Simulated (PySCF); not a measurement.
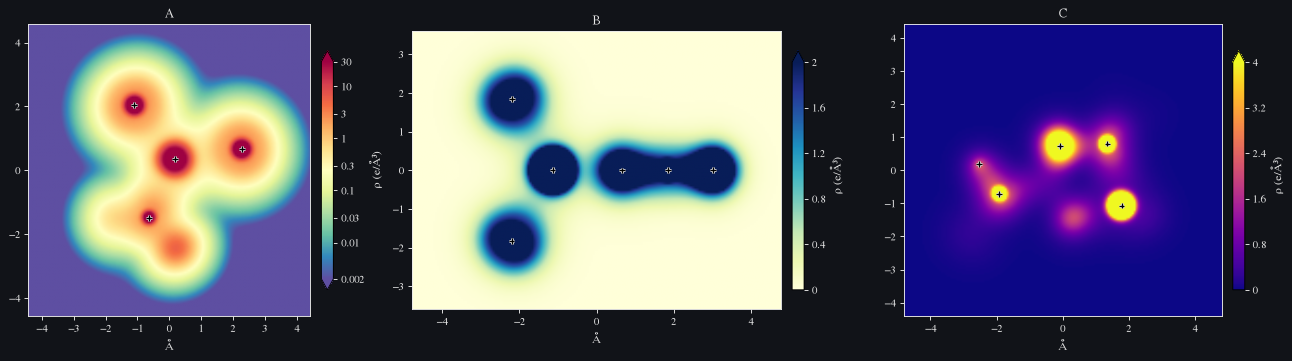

The electron density of 3 systems, each on a plane through atoms (crosses mark nuclei in the plane).

These are results of PySCF 2.14.0, wB97X-D/def2-SVPD, SCF density, gas phase, not measurements.

System 1: CCl2GaNO (GaCl2(NCO)), the molecular plane. Geometry: PBE0-D3(BJ)/def2-SVP.

```yaml
atoms:
  - { symbol: Ga, position_ang: [0.5658, 0.9764, -0.0571] }
  - { symbol: Cl, position_ang: [2.6830, 1.0093, -0.0023] }
  - { symbol: Cl, position_ang: [-0.5235, 2.7851, -0.2198] }
  - { symbol: N, position_ang: [-0.3049, -0.5871, 0.0248] }
  - { symbol: C, position_ang: [-0.8934, -1.6317, 0.0703] }
  - { symbol: O, position_ang: [-1.4639, -2.6480, 0.1148] }
```

System 2: C4H9ClO2Si, the plane of atoms O3, C2 and Si8. Geometry: GFN2-xTB.

```xyz
17

C    -2.1678    0.1927    0.5740
C    -1.1311   -0.6255   -0.1905
O     0.0623   -0.8268    0.5842
C     0.9697    0.2193    0.4231
C     2.3564   -0.3503    0.7043
Cl    3.5444    0.9487    0.8167
O     0.9110    0.7414   -0.8681
Si   -0.3920    0.2567   -1.7291
H    -1.8167    1.2098    0.7354
H    -3.0925    0.2297    0.0045
H    -2.3649   -0.2611    1.5435
H    -1.5150   -1.6330   -0.3600
H     0.7548    1.0438    1.1282
H     2.6493   -1.0111   -0.1110
H     2.3448   -0.8896    1.6504
H    -1.1349    1.4373   -2.1386
H     0.0150   -0.6699   -2.7771
```

System 3: CCl2F3Ga (SMILES F[C](F)(F)[Ga]([Cl])[Cl]), the plane of atoms Cl3, Ga1 and C4. Geometry: PBE0-D3(BJ)/def2-SVP.

```xyz
7

Ga    0.5666    0.8715   -0.0443
Cl    2.6855    0.9338    0.1148
Cl   -0.4764    2.6982   -0.3452
C    -0.4754   -0.8461    0.0443
F     0.1978   -1.8304    0.6401
F    -0.7876   -1.2569   -1.1917
F    -1.6186   -0.6722    0.7134
```

Match each panel to its system.

Panel A is system 3, CCl2F3Ga: the plane holds Ga, Cl and C. C–Ga (2.01 Å): ρ is about 0.81 e/Å³ halfway. Panel B is system 1, CCl2GaNO: the plane holds Ga, Cl, N, C and O. C–O (1.17 Å): the density is about 3.6 e/Å³ at the midpoint. Panel C is system 2, C4H9ClO2Si: the plane holds C, O, Si and H.
